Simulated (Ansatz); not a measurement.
**One shape, several levels: C4H12Ge (SMILES CC(C)C[GeH3])**

We compute a comparison of 5 runs (HF/3-21G, HF/def2-SVP, HF/def2-SVPD, B3LYP/6-31G*, PBE0/def2-SVP) of C4H12Ge. 

The calculation is run with Ansatz 0.2.0.

5 further runs of the same task are left out: 3 for a known fault of the program, 2 that didn't finish. Runs told in other sessions of the task aren't counted.

## (1) The molecule

C4H12Ge: 17 atoms, total charge 0, spin state singlet. SMILES: `CC(C)C[GeH3]`. The shape is that of a PBE0-D4/def2-TZVP optimisation. This is one conformer, not always the lowest.

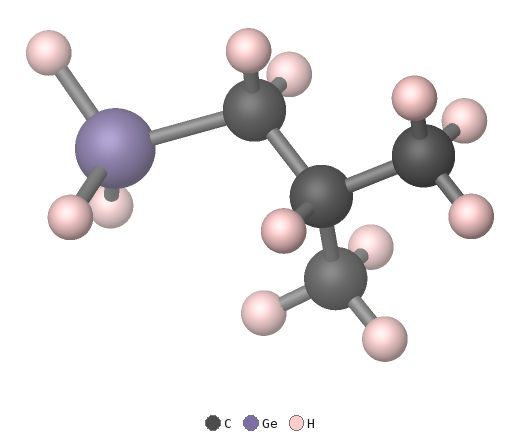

Viewed from a chosen angle; carbon dark grey, germanium purple, hydrogen pink.

## (2) Energy and forces at HF/3-21G (run 1)

Contents of run.yaml:

```yaml
crystal:
  periodic: [false, false, false]
  atoms:
    - {symbol: C, position_ang: [-1.065300, 0.017030, 1.152400]}
    - {symbol: C, position_ang: [0.340480, -0.122320, 0.586260]}
    - {symbol: C, position_ang: [1.025400, -1.359130, 1.152850]}
    - {symbol: C, position_ang: [0.339950, -0.164700, -0.940670]}
    - {symbol: Ge, position_ang: [-0.357840, 1.442150, -1.825170]}
    - {symbol: H, position_ang: [-1.552680, 0.937300, 0.820530]}
    - {symbol: H, position_ang: [-1.049160, 0.026690, 2.244940]}
    - {symbol: H, position_ang: [-1.693240, -0.822160, 0.835830]}
    - {symbol: H, position_ang: [0.919680, 0.755880, 0.900570]}
    - {symbol: H, position_ang: [0.479460, -2.264940, 0.870230]}
    - {symbol: H, position_ang: [2.047150, -1.455690, 0.777150]}
    - {symbol: H, position_ang: [1.069230, -1.323890, 2.244770]}
    - {symbol: H, position_ang: [1.359330, -0.310640, -1.311300]}
    - {symbol: H, position_ang: [-0.243350, -1.023440, -1.291830]}
    - {symbol: H, position_ang: [0.040890, 1.437230, -3.312590]}
    - {symbol: H, position_ang: [-1.892890, 1.528870, -1.742710]}
    - {symbol: H, position_ang: [0.232900, 2.701760, -1.161270]}
basis:
  gaussian:
    orbitals: 3-21G-spherical.json
hamiltonian:
  xc: hf
accuracy: high
output: {forces: true, orbitals: {seedname: orbitals}}
```

The basis set 3-21G is read from a file made from the Basis Set Exchange's data (not shown).

The run is started by

```console
$ ansatz run run.yaml --threads 1 --pin off --max-ram 3480MiB --events-out events.jsonl --progress --plain --runs-dir runs
```

Log, shortened:

```text
Warning: RAYON_NUM_THREADS=1 ignored (pool sized by the plan → 1); use --threads N
Functional definition: HF
  name "HF"
[...]
1899 factors; integrals over basis functions are off by at most 9.0e-9 eV
[...]
mean field -60488.70229214 eV, -2222.9188085213 hartree, gradient 1.8e-8 eV, S^2 0.000000; 0 other end points of the search recorded, 0 dependent functions left out
[...]
reference -60488.70229214 eV, -2222.9188085213 hartree; 34, 34 occupied and 48, 48 virtual orbitals, 1899 factors
Total energy: -60488.70229214 eV, -2222.9188085213 hartree
Atom 0 at    -1.065300     0.017030     1.152400 Å, force    -0.819973    -0.026078     0.283909 eV/Å
Atom 1 at     0.340480    -0.122320     0.586260 Å, force     0.577688     0.718272     0.207619 eV/Å
Atom 2 at     1.025400    -1.359130     1.152850 Å, force     0.297370    -0.743006     0.278643 eV/Å
Atom 3 at     0.339950    -0.164700    -0.940670 Å, force    -0.050824    -0.160239    -0.728731 eV/Å
Atom 4 at    -0.357840     1.442150    -1.825170 Å, force     0.005122     0.010512    -0.015119 eV/Å
Atom 5 at    -1.552680     0.937300     0.820530 Å, force     0.154521    -0.240507     0.118777 eV/Å
Atom 6 at    -1.049160     0.026690     2.244940 Å, force     0.016109     0.009951    -0.284932 eV/Å
Atom 7 at    -1.693240    -0.822160     0.835830 Å, force     0.197393     0.215550     0.074212 eV/Å
Atom 8 at     0.919680     0.755880     0.900570 Å, force    -0.189086    -0.290792    -0.091241 eV/Å
Atom 9 at     0.479460    -2.264940     0.870230 Å, force     0.126423     0.265846     0.055802 eV/Å
Atom 10 at     2.047150    -1.455690     0.777150 Å, force    -0.269944     0.059929     0.091779 eV/Å
Atom 11 at     1.069230    -1.323890     2.244770 Å, force    -0.008068     0.013437    -0.278341 eV/Å
Atom 12 at     1.359330    -0.310640    -1.311300 Å, force    -0.246721    -0.012680     0.158522 eV/Å
Atom 13 at    -0.243350    -1.023440    -1.291830 Å, force     0.194273     0.173934     0.165617 eV/Å
Atom 14 at     0.040890     1.437230    -3.312590 Å, force     0.024305    -0.017031    -0.052785 eV/Å
Atom 15 at    -1.892890     1.528870    -1.742710 Å, force    -0.030198    -0.007942    -0.011264 eV/Å
Atom 16 at     0.232900     2.701760    -1.161270 Å, force     0.021611     0.030843     0.027533 eV/Å
Dipole moment:     0.057213    -0.135423     0.091399 e Å
```

Run time: 2.9 s. Hardware: 1 thread of Intel Xeon 6975P-C (Granite Rapids), shared host; peak memory 0.27 GiB.

## (3) Energy and gradient at HF/def2-SVP (run 2)

Contents of in.yaml:

```yaml
crystal:
  periodic: [false, false, false]
  atoms:
    - symbol: C
      position_ang: [-1.065300, 0.017030, 1.152400]
    - symbol: C
      position_ang: [0.340480, -0.122320, 0.586260]
    - symbol: C
      position_ang: [1.025400, -1.359130, 1.152850]
    - symbol: C
      position_ang: [0.339950, -0.164700, -0.940670]
    - symbol: Ge
      position_ang: [-0.357840, 1.442150, -1.825170]
    - symbol: H
      position_ang: [-1.552680, 0.937300, 0.820530]
    - symbol: H
      position_ang: [-1.049160, 0.026690, 2.244940]
    - symbol: H
      position_ang: [-1.693240, -0.822160, 0.835830]
    - symbol: H
      position_ang: [0.919680, 0.755880, 0.900570]
    - symbol: H
      position_ang: [0.479460, -2.264940, 0.870230]
    - symbol: H
      position_ang: [2.047150, -1.455690, 0.777150]
    - symbol: H
      position_ang: [1.069230, -1.323890, 2.244770]
    - symbol: H
      position_ang: [1.359330, -0.310640, -1.311300]
    - symbol: H
      position_ang: [-0.243350, -1.023440, -1.291830]
    - symbol: H
      position_ang: [0.040890, 1.437230, -3.312590]
    - symbol: H
      position_ang: [-1.892890, 1.528870, -1.742710]
    - symbol: H
      position_ang: [0.232900, 2.701760, -1.161270]
basis:
  gaussian:
    orbitals: def2-SVP
hamiltonian:
  xc: hf
accuracy: high
output: {forces: true, orbitals: {seedname: orbitals}}
```

The run is started by

```console
$ ansatz run in.yaml --threads 1 --pin off --max-ram 3480MiB --events-out events.jsonl --progress --plain --runs-dir runs
```

Log, shortened:

```text
Warning: RAYON_NUM_THREADS=1 ignored (pool sized by the plan → 1); use --threads N
[... 2 set-up lines as earlier in the session ...]
[...]
3615 factors; integrals over basis functions are off by at most 1.1e-8 eV
[...]
mean field -60775.12191832 eV, -2233.4445356411 hartree, gradient 2.6e-8 eV, S^2 0.000000; 0 other end points of the search recorded, 0 dependent functions left out
[...]
reference -60775.12191832 eV, -2233.4445356411 hartree; 34, 34 occupied and 114, 114 virtual orbitals, 3615 factors
Total energy: -60775.12191832 eV, -2233.4445356411 hartree
Atom 0 at    -1.065300     0.017030     1.152400 Å, force    -0.244767     0.025420     0.120361 eV/Å
Atom 1 at     0.340480    -0.122320     0.586260 Å, force     0.158457     0.095258     0.107013 eV/Å
Atom 2 at     1.025400    -1.359130     1.152850 Å, force     0.115083    -0.194218     0.124162 eV/Å
[...]
Atom 7 at    -1.693240    -0.822160     0.835830 Å, force    -0.000804     0.045444     0.032282 eV/Å
Atom 8 at     0.919680     0.755880     0.900570 Å, force    -0.034912    -0.075926     0.001021 eV/Å
Atom 9 at     0.479460    -2.264940     0.870230 Å, force     0.043963     0.017421     0.025870 eV/Å
Atom 10 at     2.047150    -1.455690     0.777150 Å, force    -0.029262    -0.002027     0.033429 eV/Å
Atom 11 at     1.069230    -1.323890     2.244770 Å, force     0.021538    -0.014371    -0.032593 eV/Å
Atom 12 at     1.359330    -0.310640    -1.311300 Å, force    -0.041881    -0.011900     0.013427 eV/Å
Atom 13 at    -0.243350    -1.023440    -1.291830 Å, force     0.057127     0.010635    -0.001415 eV/Å
Atom 14 at     0.040890     1.437230    -3.312590 Å, force    -0.009277    -0.000982     0.033056 eV/Å
Atom 15 at    -1.892890     1.528870    -1.742710 Å, force     0.051896    -0.000312    -0.019360 eV/Å
Atom 16 at     0.232900     2.701760    -1.161270 Å, force    -0.022906    -0.022241    -0.032270 eV/Å
Dipole moment:     0.059081    -0.135645     0.099479 e Å
```

It took 13 s on 1 thread of Intel Xeon 6975P-C (Granite Rapids), shared host; peak memory 0.73 GiB.

Runs 3 to 4 aren't shown in full; the table further down has their settings and results.

## (4) Energy and forces at PBE0/def2-SVP (run 5)

in.yaml: that of step 3 with these lines changed.

```diff
@@ -40,5 +40,10 @@
     orbitals: def2-SVP
+accuracy: high
 hamiltonian:
-  xc: hf
-accuracy: high
-output: {forces: true, orbitals: {seedname: orbitals}}
+  xc: {name: PBE0}
+magnetization:
+  spin_polarized: false
+  initial_magnetization: 0
+output:
+  forces: true
+  orbitals: {seedname: orbitals}
```

The run is started by

```console
$ ansatz run in.yaml --threads 1 --pin off --max-ram 3480MiB --events-out events.jsonl --progress --plain --runs-dir runs
```

Log, shortened:

```text
Warning: RAYON_NUM_THREADS=1 ignored (pool sized by the plan → 1); use --threads N
Functional definition: PBE0
  name "PBE0"
[...]
3615 factors; integrals over basis functions are off by at most 1.1e-8 eV
[...]
mean field -60839.49396696 eV, -2235.8101647956 hartree, gradient 8.0e-8 eV, S^2 0.000000; 0 other end points of the search recorded, 0 dependent functions left out
[...]
reference -60839.49397013 eV, -2235.8101649120 hartree; 34, 34 occupied and 114, 114 virtual orbitals, 3615 factors
Total energy: -60839.49397013 eV, -2235.8101649120 hartree
Atom 0 at    -1.065300     0.017030     1.152400 Å, force     0.191075    -0.000907    -0.053759 eV/Å
Atom 1 at     0.340480    -0.122320     0.586260 Å, force    -0.116694    -0.202472    -0.039005 eV/Å
Atom 2 at     1.025400    -1.359130     1.152850 Å, force    -0.069551     0.175414    -0.060623 eV/Å
[...]
Atom 7 at    -1.693240    -0.822160     0.835830 Å, force    -0.173121    -0.210124    -0.069464 eV/Å
Atom 8 at     0.919680     0.755880     0.900570 Å, force     0.144464     0.214449     0.080219 eV/Å
Atom 9 at     0.479460    -2.264940     0.870230 Å, force    -0.127074    -0.241162    -0.063769 eV/Å
Atom 10 at     2.047150    -1.455690     0.777150 Å, force     0.271975    -0.039268    -0.085225 eV/Å
Atom 11 at     1.069230    -1.323890     2.244770 Å, force     0.022694    -0.004420     0.283253 eV/Å
Atom 12 at     1.359330    -0.310640    -1.311300 Å, force     0.260774    -0.036970    -0.113327 eV/Å
Atom 13 at    -0.243350    -1.023440    -1.291830 Å, force    -0.142113    -0.225708    -0.107601 eV/Å
Atom 14 at     0.040890     1.437230    -3.312590 Å, force     0.009855    -0.000402    -0.036903 eV/Å
Atom 15 at    -1.892890     1.528870    -1.742710 Å, force    -0.036166     0.001154    -0.002768 eV/Å
Atom 16 at     0.232900     2.701760    -1.161270 Å, force     0.014266     0.029984     0.012032 eV/Å
Dipole moment:     0.060909    -0.136871     0.103214 e Å
```

It took 20 s on 1 thread of Intel Xeon 6975P-C (Granite Rapids), shared host; peak memory 0.81 GiB.

## (5) All runs side by side

```tsv
run	level	energy (Eh)	dipole moment (D)	HOMO energy (eV)	LUMO energy (eV)	wall time
1	HF/3-21G	-2222.918809	0.83	-11.02	4.82	2.9 s
2	HF/def2-SVP	-2233.444536	0.86	-11.20	4.22	13 s
3	HF/def2-SVPD	-2233.450817	0.85	-11.17	2.31	29 s
4	B3LYP/6-31G* (spherical functions)	-2236.405862	0.90	-7.84	1.16	16 s
5	PBE0/def2-SVP	-2235.810165	0.87	-8.23	1.24	20 s
```

## (6) Results

| quantity | value |
| --- | --- |
| run 5: total energy | -2235.81016 Eh |
| run 5: dipole moment | 0.87 D |
| run 5: HOMO energy | -8.23 eV |
| run 5: LUMO energy | 1.24 eV |
| run 5: HOMO–LUMO gap | 9.47 eV |
| run 5: largest force on an atom | 0.306 eV/Å |

What this shows: The dipole moment (its size) runs from 0.83 D (HF/3-21G) to 0.90 D (B3LYP/6-31G*). The two ends differ in method and basis. The HOMO–LUMO gap runs from 9.00 eV (B3LYP/6-31G*) to 15.84 eV (HF/3-21G). Totals of different functionals can't be ranked against each other. All runs together took 81 s, the longest 29 s.
